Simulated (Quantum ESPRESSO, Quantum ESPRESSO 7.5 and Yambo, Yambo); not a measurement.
## Converging GW for PbO (P4/nmm) in Yambo

Aim: raise bands and screening cutoff together for PbO (P4/nmm) and follow gap and time.

Calculated with Quantum ESPRESSO 7.5 and Yambo 5.3.0; PBE and many-body steps on it, plane waves.

The database entry behind the starting cell differs from later determinations by our own check (c about 1 % long), so it need not match the best structure at ambient conditions.

## (1) The structure

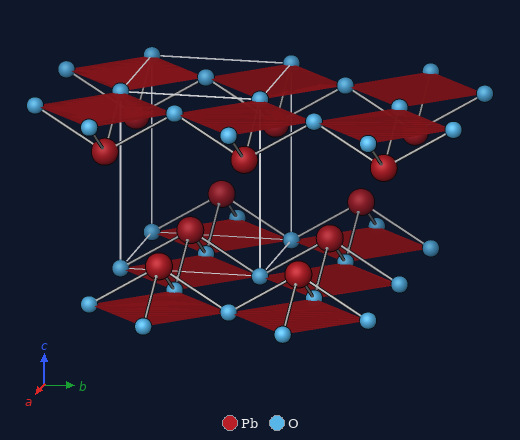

The starting structure, seen slightly off an axis (lead red, oxygen blue). 2×2×1 cells are drawn. Some periodic images of atoms are drawn too.

The cell and positions come from the Crystallography Open Database and are kept as given unless a step says otherwise. Spin-orbit coupling is left out unless a step names it.

## (2) Empty states on the mesh, 4×4×2 mesh, 359 bands

This step: Quantum ESPRESSO 7.5; DFT, PBE, plane waves, norm-conserving pseudopotentials.

The sums over transitions need many empty states on a uniform mesh; this step solves for them.

pw.in reads:

```
&control
  calculation = 'nscf'
  prefix = 'x'
  outdir = 'o'
  pseudo_dir = 'pseudo'
/
&system
  ibrav = 0
  nat = 4
  ntyp = 2
  ecutwfc = 76.0
  nbnd = 359
  force_symmorphic = .true.
/
&electrons
  conv_thr = 1e-9
  electron_maxstep = 80
  diago_full_acc = .true.
  diago_thr_init = 5e-6
/
ATOMIC_SPECIES
  Pb 207.2 Pb.upf
  O 15.999 O.upf
CELL_PARAMETERS angstrom
  3.9600000000 0.0000000000 0.0000000000
  0.0000000000 3.9600000000 0.0000000000
  0.0000000000 0.0000000000 5.0700000000
ATOMIC_POSITIONS crystal
  Pb 0.0000000000 0.5000000000 0.2385140000
  Pb 0.5000000000 0.0000000000 0.7614860000
  O 0.0000000000 0.0000000000 0.0000000000
  O 0.5000000000 0.5000000000 0.0000000000
K_POINTS automatic
  4 4 2 0 0 0
```

Launch:

```console
$ OMP_NUM_THREADS=1 mpirun -n 4 pw.x -nk 4 -in pw.in > pw.out
```

The program printed:

```text
Program PWSCF v.7.5 starts

     This program is part of the open-source Quantum ESPRESSO suite
     for quantum simulation of materials; please cite
         "P. Giannozzi et al., J. Phys.:Condens. Matter 21 395502 (2009);
         "P. Giannozzi et al., J. Phys.:Condens. Matter 29 465901 (2017);
         "P. Giannozzi et al., J. Chem. Phys. 152 154105 (2020);
     in publications or presentations arising from this work. More details at

     Atomic positions and unit cell read from directory:
     o/x.save/

     Message from routine setup:
[...]
44.5791  45.4382  45.7789  46.5083  46.5506  46.8209  47.3083  47.4017
     [... 33 further rows ...]
   146.4454 146.6630 146.9594 146.9599 147.7785 148.3308 149.0431 149.0727
   149.2795 149.3844 149.6523 149.6600 150.4401 150.7393 150.7730

          k = 0.0000 0.2500-0.3905 (  6018 PWs)   bands (ev):

     [... further k-points ...]

     highest occupied, lowest unoccupied level (ev):    10.4903   11.6307

     XML data file, pseudopotentials, collected wavefunctions

=------------------------------------------------------------------------------=
   JOB DONE.
=------------------------------------------------------------------------------=
```

Elapsed: 1.9 min, on 4 MPI ranks of Arm Neoverse V1, shared host; peak memory 0.98 GiB; 7.6 min of CPU time.

This step gave:

- gap: 1.140 eV
- k of the valence top: 0, 0, 0
- k of the conduction bottom: -0.5, -0.5, 0
- least direct gap: 2.140 eV
- k points computed: 12
- lowest point of the top converged band, above the valence top: 138.5270 eV

On this mesh the gap is 1.140 eV.

The density comes from a self-consistent run that is not shown.

## (3) Conversion and set-up

This step: Yambo 5.3.0; conversion and set-up on PBE, plane waves, norm-conserving pseudopotentials.

The states are converted to the many-body program's format and the q mesh is built.

Launch:

```console
$ (cd o/x.save; p2y > p2y.log; mv SAVE ../..); yambo > setup.log
```

The program printed:

```text
 Yambo, version 5.3.0

 [02] CORE Variables Setup
 =========================

  [02.01] Unit cells
  ==================

  Cell kind             :  Unknown
  Atoms in the cell     :  Pb  O
  number of Pb atoms    :  2
  number of O  atoms    :  2

  List of atomic masses
  Mass of Pb    :  207.2000
  Mass of O     :  15.99900

  List of atomic coordinates    : [cc]
  Pb1       :  0.000000  3.741658  2.285182  order 1
  Pb2       :  3.741658  0.000000  7.295730  order 2
  O1       :  0.000000  0.000000  0.000000  order 3
  O2       :  3.741658  3.741658  0.000000  order 4

[...]
K/Q-points units:
 rlu = crystal or reduced units; cc = cartesian coordinates; iku = interal k-units

 Q [ 1]         [rlu]:  0.000000  0.000000  0.000000
 Q [ 2]         [rlu]:  0.000000  0.000000 -0.500000
 Q [ 3]         [rlu]:  0.000000  0.250000  0.000000
[...]
Q [ 8]         [rlu]:  0.250000  0.250000 -0.500000
 Q [ 9]         [rlu]:  0.250000 -0.500000  0.000000
 Q [10]         [rlu]:  0.250000 -0.500000 -0.500000
 Q [11]         [rlu]: -0.500000 -0.500000  0.000000
 Q [12]         [rlu]: -0.500000 -0.500000 -0.500000

  [03.01] X indexes
  =================

   [03.01.01] Sigma indexes
   ========================

 [06] Game Over & Game summary
```

It took 3 s on 1 MPI rank; peak memory 0.24 GiB.

## (4) 69 bands, 88.4 eV

Now the one-shot GW correction: screening in the RPA, then the self-energy of the levels asked for.

This step: G0W0 on PBE, plane waves, norm-conserving pseudopotentials.

gw1.in reads:

```
HF_and_locXC
gw0
dyson
ppa
em1d
rim_cut
RandQpts= 1000000
RandGvec= 1 RL
EXXRLvcs= 76 Ry
VXCRLvcs= 304 Ry
Chimod= "HARTREE"
% BndsRnXp
 1 | 69 |
%
NGsBlkXp= 6.5 Ry
% LongDrXp
 1 | 1 | 1 |
%
% GbndRnge
 1 | 69 |
%
DysSolver= "n"
ExtendOut
PPAPntXp= 27.21138 eV
% QPkrange
 1 | 1 | 27 | 30 |
 11 | 11 | 27 | 30 |
%
```

Launch:

```console
$ OMP_NUM_THREADS=1 mpirun -n 4 yambo -F gw1.in -J gw1 -C gw1 > gw1.log
```

The program printed:

```text
 Yambo, version 5.3.0

 [02] CORE Variables Setup
 =========================

  [... cell, symmetries and grids as in the set-up ...]

  [02.05] Energies & Occupations
  ==============================

  [X] === General ===
  [X] Electronic Temperature                        :  0.000000  0.000000 [eV K]
  [X] Bosonic    Temperature                        :  0.000000  0.000000 [eV K]
  [X] Finite Temperature mode                       : no
  [X] El. density                                   :  0.70435E+24 [cm-3]
  [X] Fermi Level                                   :  10.49034 [eV]

  [X] === Gaps and Widths ===
  [X] Conduction Band Min                           :  1.140379 [eV]
  [X] Valence Band Max                              :  0.000000 [eV]
  [X] Filled Bands                                  :  28
  [X] Empty Bands                                   :    29   359
  [X] Direct Gap                                    :  2.139783 [eV]
  [X] Direct Gap localized at k                     :  11
  [X] Indirect Gap                                  :  1.140379 [eV]
  [X] Indirect Gap between kpts                     :   1  11
  [X] Last valence band width                       :  1.733881 [eV]
  [X] 1st conduction band width                     :  2.397823 [eV]

 [03] Transferred momenta grid and indexing
 ==========================================

 IBZ Q-points                                      :  12
 BZ  Q-points                                      :   32

 K/Q-points units:
 rlu = crystal or reduced units; cc = cartesian coordinates; iku = interal k-units

 Q [ 1]         [rlu]:  0.000000  0.000000  0.000000
 Q [ 2]         [rlu]:  0.000000  0.000000 -0.500000
 Q [ 3]         [rlu]:  0.000000  0.250000  0.000000
 Q [ 4]         [rlu]:  0.000000  0.250000 -0.500000
 Q [ 5]         [rlu]:  0.000000 -0.500000  0.000000
 Q [ 6]         [rlu]:  0.000000 -0.500000 -0.500000
 Q [ 7]         [rlu]:  0.250000  0.250000  0.000000
 Q [ 8]         [rlu]:  0.250000  0.250000 -0.500000
 Q [ 9]         [rlu]:  0.250000 -0.500000  0.000000
 Q [10]         [rlu]:  0.250000 -0.500000 -0.500000
 Q [11]         [rlu]: -0.500000 -0.500000  0.000000
 Q [12]         [rlu]: -0.500000 -0.500000 -0.500000

 [04] Coloumb potential Random Integration (RIM)
 ===============================================

  [04.01] RIM initialization
  ==========================

  * Diagonal components only detected *

  8 x (sBL volume)        :  0.115581 [a.u.]
  sBZ random points       :  1000000
  Points outside the sBZ  :   7992674
  RL volume               :  0.462322 [a.u.]
  Integrated volume       :  0.462746 [a.u.]

  [04.02] RIM integrals
  =====================

  Gamma point sphere radius             :  0.088358 [a.u.]
  Points outside the sphere             :   799859
  [Int_sBZ(q=0) 1/q^2]*(Vol_sBZ)^(-1/3) =:  7.508321
                                 should be <:  7.795600

  Summary of Coulomb integrals for non-metallic bands |Q|[au] RIM/Bare

  Q [1] 0.100000E-4 0.963149 * Q [3] 0.209906 0.939180
  Q [7] 0.296853 0.985912 * Q [2] 0.327901 1.190425
  Q [4] 0.389333 1.098551 * Q [5] 0.419813 0.988250
  Q [8] 0.442313 1.058096 * Q [9] 0.469365 0.992508
  Q [6] 0.532693 1.023701 * Q [10] 0.572558 1.017510
  Q [11] 0.593705 0.996346 * Q [12] 0.678237 1.008321

 [WARNING] [Xp] User bands 1-69 break level degeneracy

 [05] Dipoles
 ============

  [05.01] Setup: observables and procedures
  =========================================

  [WARNING] [x,Vnl] slows the Dipoles computation. To neglect it rename the ns.kb_pp file

 [06] Dynamic Dielectric Matrix (PPA)
 ====================================

 [WR./gw1//ndb.pp]---------------------------------------------------------------
  Brillouin Zone Q/K grids (IBZ/BZ)                :   12   32   12   32
  RL vectors                                       :   7421 [WF]
  Coulomb cutoff potential                         : none
  Electronic Temperature                           :  0.000000 [K]
  Bosonic    Temperature                           :  0.000000 [K]
  PPA    diel. fun.  energies                      : Perdew, Burke & Ernzerhof(X)+Perdew, Burke & Ernzerhof(C)
  wavefunctions                                    : Perdew, Burke & Ernzerhof(X)+Perdew, Burke & Ernzerhof(C)
  Global Gauge                                     : length
  X matrix size                                    :  135
  X band range                                     :    1   69
  X e/h energy range                               : -1.000000 -1.000000 [eV]
  X Time ordering                                  : R
  X Hxc Kernel                                     : HARTREE
  X Drude frequency                                :  0.000000  0.000000
  X poles                                          :  100.0000 [o/o]
  RL vectors in the sum                            :   7421
  [r,Vnl] included                                 : yes
  Field direction                                  :  0.577350E-5  0.577350E-5  0.577350E-5
  BZ energy Double Grid                            : no
  BZ energy DbGd points                            : 0
  BZ Q point size factor                           : -1.000000
  X Optical Averaged directions                    : none

 [07] Local Exchange-Correlation + Non-Local Fock
 ================================================

 [VXC] Plane waves :   48109
 [EXS] Plane waves :   6039

 QP @ state[ 1 ] K range:  1  1
 QP @ state[ 1 ] b range:  27  30
 QP @ state[ 2 ] K range:  11  11
 QP @ state[ 2 ] b range:  27  30

 [xc] Functional : Perdew, Burke & Ernzerhof(X)+Perdew, Burke & Ernzerhof(C)
 [xc] LIBXC used to calculate xc functional
  PP Number of Atomic Species                      :  2
  NLCC RL compoments                               :   48109
  PP Number of Atomic Species                      :  2
  NLCC RL compoments                               :   48109

 [xc] E_xc :  -38.90205 [Ha]
      E_xc :  -77.80409 [Ry]

  Local XC kind (lXC) : Perdew, Burke & Ernzerhof(X)+Perdew, Burke & Ernzerhof(C)
  Non-Local XC kind (nlXC) : Hartree-Fock

  Corrections @ K [1] :  [eV]
 <27|nlXC|27> = -24.38328 -0.25504E-16 <27|lXC|27> = -19.64461 -0.18882E-15
 <28|nlXC|28> = -20.42666  0.12505E-18 <28|lXC|28> = -18.04756  0.18882E-15
 <29|nlXC|29> = -8.474783  0.15666E-17 <29|lXC|29> = -12.42384 -0.18882E-15
 <30|nlXC|30> = -6.816506 -0.10357E-17 <30|lXC|30> = -11.34140  0.000000

  Corrections @ K [11] :  [eV]
 <27|nlXC|27> = -24.98348  0.11082E-16 <27|lXC|27> = -20.40860  0.37763E-15
 <28|nlXC|28> = -24.98344 -0.46368E-17 <28|lXC|28> = -20.40860  0.25962E-15
 <29|nlXC|29> = -6.808484 -0.42786E-17 <29|lXC|29> = -10.08601  0.11801E-16
 <30|nlXC|30> = -6.808486 -0.24535E-17 <30|lXC|30> = -10.08601  0.47204E-16

 [08] Dyson equation: Newton solver
 ==================================

  [08.01] G0W0 (W PPA)
  ====================

  [  GW  ] Bands range     :    1   69
  [GW/PPA] G damping       :  0.100000 [eV]

  QP @ state[ 1 ] K range:  1  1
  QP @ state[ 1 ] b range:  27  30
  QP @ state[ 2 ] K range:  11  11
  QP @ state[ 2 ] b range:  27  30

   Sc/G bands                                       :    1   69
   Sc/G damping                                     :  0.100000 ev
   Sc bands terminator                              : no
   Sx RL components                                 :   6039

   QP @ state[ 1 ] K range                          :  1  1
   QP @ state[ 1 ] b range                          :  27  30
   QP @ state[ 2 ] K range                          :  11  11
   QP @ state[ 2 ] b range                          :  27  30
   GF energies kind                                 : Perdew, Burke & Ernzerhof(X)+Perdew, Burke & Ernzerhof(C)
   GF WF`s kind                                     : Perdew, Burke & Ernzerhof(X)+Perdew, Burke & Ernzerhof(C)
   Xs energies kind                                 : Perdew, Burke & Ernzerhof(X)+Perdew, Burke & Ernzerhof(C)
   Xs WF`s kind                                     : Perdew, Burke & Ernzerhof(X)+Perdew, Burke & Ernzerhof(C)

 [11] Game Over & Game summary
```

It took 51 s on 4 MPI ranks; peak memory 2.3 GiB.

This step gave:

```yaml
g0w0_gap_on_the_points_computed: 1.140 eV
starting_gap_on_the_mesh: 1.140 eV
k_of_the_valence_top: 0, 0, 0
k_of_the_conduction_bottom: -0.5, -0.5, 0
least_direct_g0w0_gap_on_the_computed_points: 2.119 eV
z_at_the_valence_top: 0.7900
z_at_the_conduction_bottom: 0.8365
```

The gap on the mesh goes from 1.14 eV to 1.14 eV, a correction of −0.0001 eV.

(Continued in part 2 of 2.)

[Paths, hosts, dates, memory and timing lines, banners, echoed tables and standing remarks are left out of the program output.]

[Logs are printed without paths, hosts, clocks, repeated set-up lines and the standing remarks that a program may print on its own settings, such as how far it seeks lower states.]

[Runs of the session that timed out or met a known fault of the program may be left out.]

[Hosts, paths, dates, database ids (printed as entryN), source tags and the programs' standing remarks are cut or masked in the printed files.]
